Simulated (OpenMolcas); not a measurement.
**Multiconfigurational calculation, with input and output: Ti³⁺ complex**

- system: Ti³⁺ with 6 ligands (F; octahedron, 1.98 Å), neutralised by 6 outer point charges of +0.5 e, whose field is part of the energies.
- method: state-averaged SS-CASPT2, IPEA shift 0.25, imaginary shift 0.1 hartree, closed shells 3s 3p of the metal and the valence shells of the ligands correlated, active space 1 electron in the shell 3d, basis ANO-RCC-VTZP on the metal and ANO-RCC-VDZP on the ligands, DKH2 scalar Hamiltonian, spin-orbit coupling by RASSI with atomic mean-field integrals (OpenMolcas)

### Input
```
&GATEWAY
Coord
7

Ti 0.0 0.0 0.0
F 1.980000 0.000000 0.000000
F 0.000000 1.980000 0.000000
F -1.980000 0.000000 0.000000
F 0.000000 -1.980000 0.000000
F 0.000000 0.000000 1.980000
F 0.000000 0.000000 -1.980000
Basis=Ti.ANO-RCC-VTZP,F.ANO-RCC-VDZP
Group=XYZ
NoMove
AngMom=0.0 0.0 0.0
AMFI
RICD
XField
3 Angstrom 0
4.780000 0.000000 0.000000 0.500000
0.000000 4.780000 0.000000 0.500000
0.000000 0.000000 4.780000 0.500000
&SEWARD
&RASSCF
FileOrb=start.orb
Symmetry=1
Spin=2
nActEl=1 0 0
Inactive=18 21
Ras2=5 0
CIRoot=5 5 1
SDav=5
CIMx=300
Iter=150 100
PrWF=0.3
OrbListing=Nothing
MaxOrb=0
LevShft=1.0
>>> COPY $Project.JobIph JOB001
&RASSI
NrOfJobIphs=1 5
1 2 3 4 5
IphNames
JOB001
EJob
SpinOrbit
DIPRint=1.0
SOCoupling=1000.0
Subsets=2
Property=9
'ANGMOM' 1 'ANGMOM' 2 'ANGMOM' 3 'MLTPL  1' 1 'MLTPL  1' 2 'MLTPL  1' 3
'AMFI' 1 'AMFI' 2 'AMFI' 3
SOProperty=3
'ANGMOM' 1 'ANGMOM' 2 'ANGMOM' 3
>>> COPY JOB001 $Project.JobIph
&CASPT2
Multistate=5 1 2 3 4 5
NoMult
Frozen=5 6
IPEA=0.25
Imaginary=0.1
MaxIter=60
WThr=0.0 0.3 0.05
PrWF=0.5
NoMix
```

The file start.orb holds starting orbitals from an earlier step. A driver script formed the levels outside the program, from RASSI's spin-orbit matrix and the CASPT2 energies (for multi-state variants, the effective Hamiltonian), averaged over the components of each term or state. The log and the time are those of the CASPT2 step.

Hardware: 1 thread of Arm Neoverse V1, 24 GiB of memory available, shared host.

Command:
```bash
OMP_NUM_THREADS=1 MOLCAS_MEM=2457 MOLCAS_PROJECT=a pymolcas a.inp > a.log  # once for each step of the input, in one work folder
```

### The program's output (extracts)
```
--- CASPT2 ---
Orbital specifications:
      -----------------------

      Symmetry species                           1   2
                                                ag  au
      Frozen orbitals                            5   6
      Inactive orbitals                         13  15
      Active orbitals                            5   0
      Secondary orbitals                        49  50
      Deleted orbitals                           0   0
      Number of basis functions                 72  71
Type of calculation                        SS-CASPT2
      Fock operator                              state-specific
      IPEA shift                                 0.25
      Real shift                                 0.00
      Imaginary shift                            0.10
      The input orbitals will be transformed to quasi-canonical
Reference energy:       -1451.2485442872
      E2 (Non-variational):      -1.6425868899
      Shift correction:          -0.0011399925
      E2 (Variational):          -1.6437268824
      Total energy:           -1452.8922711697
      Residual norm:              0.0000000953
      Reference weight:           0.71923
      Contributions to the CASPT2 correlation energy
      Active & Virtual Only:         -0.0000000008
      One Inactive Excited:          -0.0670976716
      Two Inactive Excited:          -1.5754892176
Reference energy:       -1451.2485442872
      E2 (Non-variational):      -1.6425970369
      Shift correction:          -0.0011400179
      E2 (Variational):          -1.6437370548
      Total energy:           -1452.8922813420
      Residual norm:              0.0000000959
      Reference weight:           0.71923
      Contributions to the CASPT2 correlation energy
      Active & Virtual Only:         -0.0000000008
      One Inactive Excited:          -0.0671078261
      Two Inactive Excited:          -1.5754892100
::    CASPT2 Root  1     Total energy:  -1452.89227117
::    CASPT2 Root  2     Total energy:  -1452.89228134
::    CASPT2 Root  3     Total energy:  -1452.89226941
::    CASPT2 Root  4     Total energy:  -1452.81891096
::    CASPT2 Root  5     Total energy:  -1452.81889658
```

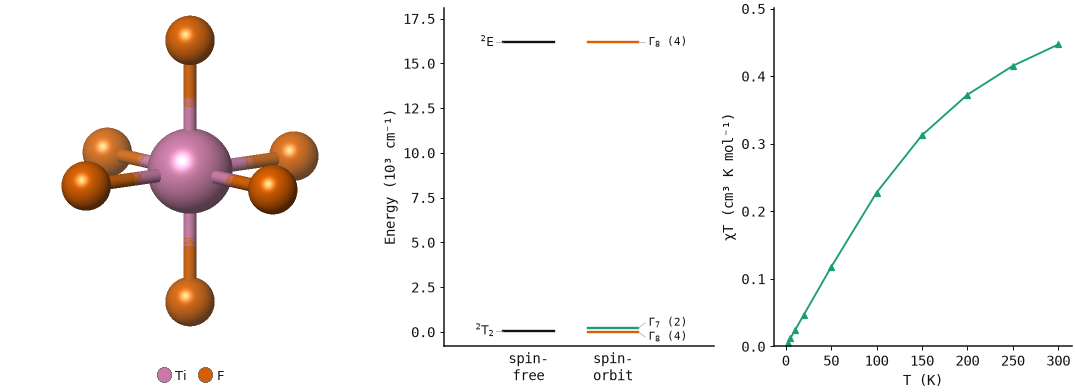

Figure 1. Ti³⁺ (3d) with 6 ligands, F⁻, at 1.98 Å (arrangement: octahedron, Oh), neutralised by outer point charges of +0.5 e, and its levels and susceptibility. Labels give the representation in O, Td, D4 or D3 as the site allows (double group for half-integer spin) where it could be assigned and, in brackets, the degeneracy; spin-free states, where drawn, share the zero of the spin-orbit levels. Powder susceptibility by Van Vleck's formula. The ground level is Γ₈, 4-fold degenerate, 100 % from states of spin multiplicity 2. The next level lies at 218 cm⁻¹ (Γ₇). The lowest spin-free state is ²T₂; of the same spin there follows at 16,100 cm⁻¹ (²E) above it. A ligand-field fit to the spin-free states gives |10Dq| = 16,100 cm⁻¹. χT is close to 0 cm³ K mol⁻¹ at 2 K and 0.447 at 300 K, an effective moment of 1.89 μB.

### Summary

- outcome: converged
- energy of the lowest spin-free term: −1452.89227 hartree
- energy of the lowest spin-orbit level: −1452.89261 hartree
- CASPT2 correlation energy: −1.6437 hartree
- largest spread among components of a term: 3.2 cm⁻¹
- lowest reference weight: 0.719
- wall time: 16 s
- peak memory: 0.2 GiB

### Notes

Limits: distances are set from ionic radii, not optimised.
